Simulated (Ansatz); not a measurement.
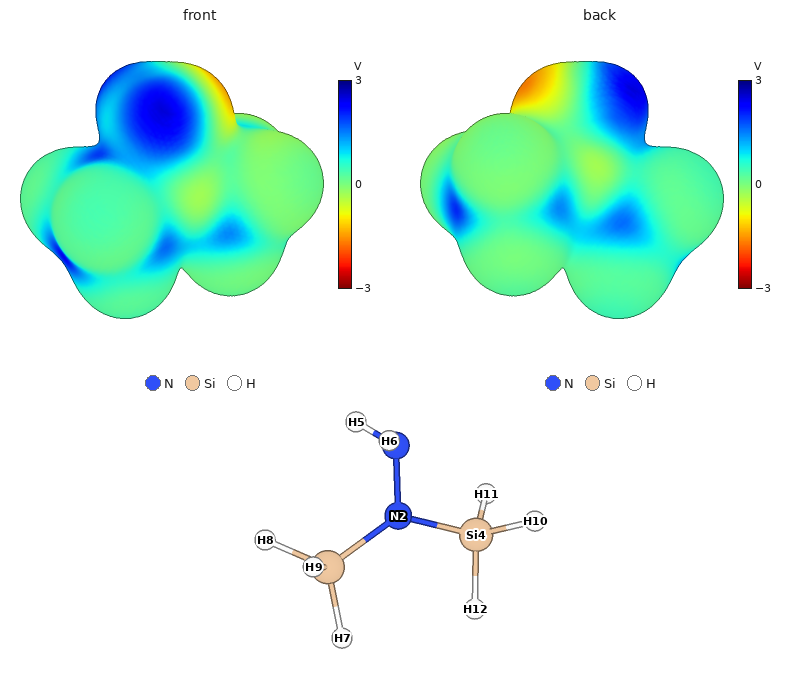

*H$_{8}$N$_{2}$Si$_{2}$ (SMILES NN([SiH3])[SiH3]). The electrostatic potential painted on the density surface at 0.004 e/bohr³, seen from the front and from behind; red is negative and blue positive. The bare structure is drawn below in the same view.*

Geometry: PBE0-D4/def2-SVP.

All numbers below come from isolated molecule in a Gaussian basis; Kohn-Sham density functional theory, functional PBE0 in Ansatz 0.2.0.

```xyz
12

N    -1.1077    0.9620   -0.6259
N    -0.1044    0.1012   -0.1005
Si   -0.1155   -0.2476    1.6094
Si    0.9620   -0.4357   -1.3772
H    -2.0362    0.5754   -0.4506
H    -1.0599    1.8787   -0.1791
H     1.0211   -1.1597    1.9246
H    -1.4130   -0.8848    2.0071
H     0.0039    1.0186    2.4031
H     1.6501    0.7175   -2.0335
H     0.2164   -1.1948   -2.4270
H     1.9831   -1.3306   -0.7505
```

Which sites attract a positive test charge, and which a negative one?

Answer. A positive charge is drawn to the negative regions and a negative charge to the positive ones. The most negative region (about −1.5 V) lies over N1, the most positive (about +2.4 V) over H5 and H6. N1 is the likeliest acceptor of a hydrogen bond.

How polar is the molecule by this calculation?

Answer. Its dipole moment is 1.34 D.
